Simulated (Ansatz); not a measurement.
```yaml
atoms:
  - { symbol: Si, position_ang: [-0.0213, 0.4057, -0.7223] }
  - { symbol: Si, position_ang: [-0.1023, 2.7190, -0.2766] }
  - { symbol: O, position_ang: [1.3620, -0.2034, -0.0899] }
  - { symbol: Si, position_ang: [2.5609, -1.2332, 0.3523] }
  - { symbol: O, position_ang: [-1.3173, -0.3149, -0.0264] }
  - { symbol: Si, position_ang: [-2.4542, -1.3851, 0.4768] }
  - { symbol: H, position_ang: [-0.0441, 0.1057, -2.1719] }
  - { symbol: H, position_ang: [-0.0707, 2.9555, 1.1887] }
  - { symbol: H, position_ang: [-1.3486, 3.3093, -0.8281] }
  - { symbol: H, position_ang: [1.0585, 3.4078, -0.8961] }
  - { symbol: H, position_ang: [2.8299, -2.1980, -0.7380] }
  - { symbol: H, position_ang: [2.1638, -1.9775, 1.5670] }
  - { symbol: H, position_ang: [3.7882, -0.4601, 0.6324] }
  - { symbol: H, position_ang: [-3.4757, -0.6751, 1.2735] }
  - { symbol: H, position_ang: [-1.8270, -2.4348, 1.3097] }
  - { symbol: H, position_ang: [-3.1021, -2.0210, -0.6920] }
```

The calculation used Hartree-Fock, Gaussian basis def2-SVP (Ansatz 0.2.0).

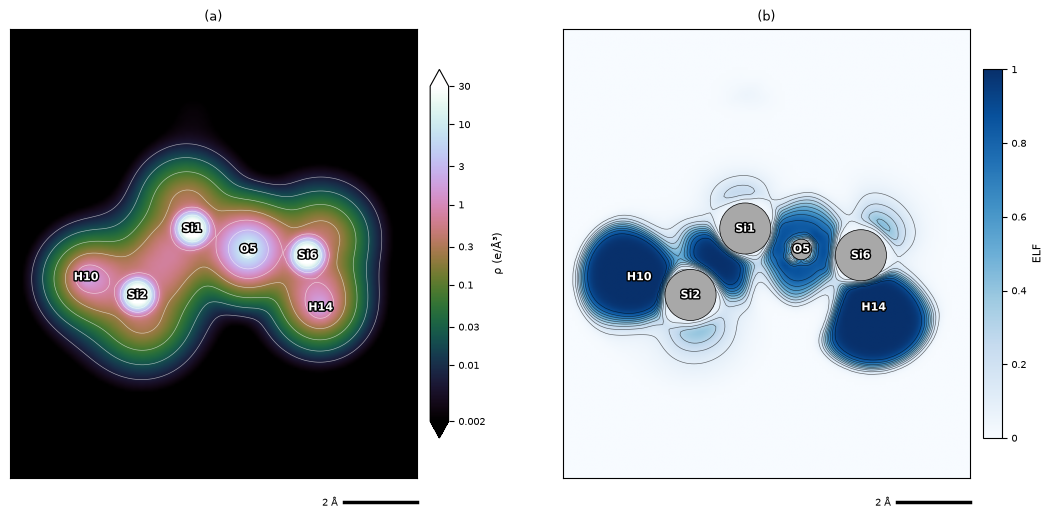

H10O2Si4 (SMILES [SiH]([SiH3])(O[SiH3])O[SiH3]). (a) electron density; (b) ELF on the plane of atoms Si1, Si2 and H10. Grey discs cover the atomic cores in the ELF map.

**What do the fields say about this system?**

Atoms in the plane: Si, O and H.
Si–O (1.64 Å): the density is about 1.1 e/Å³ at the midpoint; the ELF peaks at about 0.85 between the atoms, as expected for a shared but strongly polarised pair.
Si–Si (2.36 Å): ρ at the midpoint is about 0.71 e/Å³; the ELF peaks at about 1 between the atoms: localised, covalent bonding.
Si–H (1.48 Å): ρ at the midpoint is about 0.79 e/Å³; the ELF climbs to about 1 towards the hydrogen, as it does in any bond to H.
